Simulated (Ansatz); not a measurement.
The calculation's input:

```
crystal:
  periodic: [false, false, false]
  atoms:
    - {symbol: P, position_ang: [-0.687874, -2.258693, 0.749593]}
    - {symbol: P, position_ang: [1.889930, -1.343292, -2.667345]}
    - {symbol: P, position_ang: [-2.327455, 1.719708, -0.236181]}
    - {symbol: P, position_ang: [1.906392, 1.116223, 1.064646]}
    - {symbol: Ga, position_ang: [-1.891374, -0.438203, -0.067671]}
    - {symbol: Ga, position_ang: [0.074583, -2.007861, -1.479402]}
    - {symbol: Ga, position_ang: [0.596306, -0.653375, 1.889657]}
    - {symbol: Ga, position_ang: [2.037143, -0.088765, -0.863172]}
    - {symbol: Ga, position_ang: [-0.133148, 2.119746, 0.196433]}
    - {symbol: I, position_ang: [-2.332792, -2.054922, -2.578458]}
    - {symbol: I, position_ang: [0.243853, -0.586498, 4.376090]}
    - {symbol: I, position_ang: [0.624446, 4.475930, -0.384190]}
basis:
  gaussian: {orbitals: def2-SVP, initial_orbitals: start.molden}
hamiltonian: {xc: pbe0, dispersion: d4}
scf: {omitted_lower_state_checks: [starts]}
output: {orbitals: {seedname: orbitals}}
```

Run with:

```sh
ansatz run in.yaml --threads 4 --pin off --events-out ev --progress --plain --max-ram 6963MiB
```

Geometry: PBE-D4/def2-SVP; core potentials replace the inner electrons of I.

Theory: RKS PBE0-D4/def2-SVP (Ansatz 0.2.0).

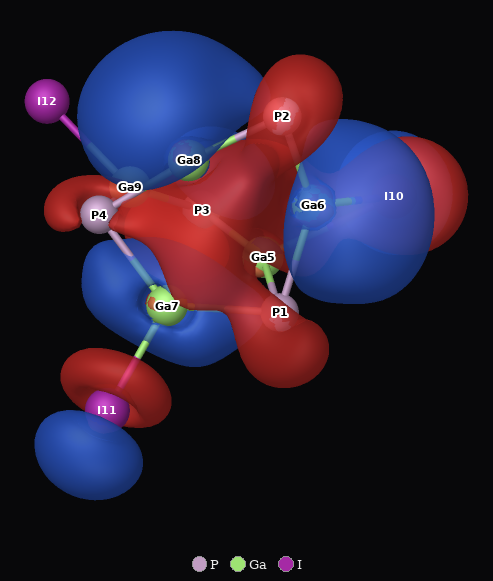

Ga$_{5}$I$_{3}$P$_{4}$ (Ga5P4 zinc blende ring disc). The LUMO at ±0.04 Å⁻³ᐟ² (blue and red are the two phases), seen at a tilt.

Q: Where does this orbital lie, and at what energy?

A: By Hirshfeld shares it lies mainly on Ga6 (about 25 %), Ga8 (about 25 %), Ga7 (about 10 %), I10 (about 10 %) and P2 (about 5 %). Its energy is −3.54 eV.
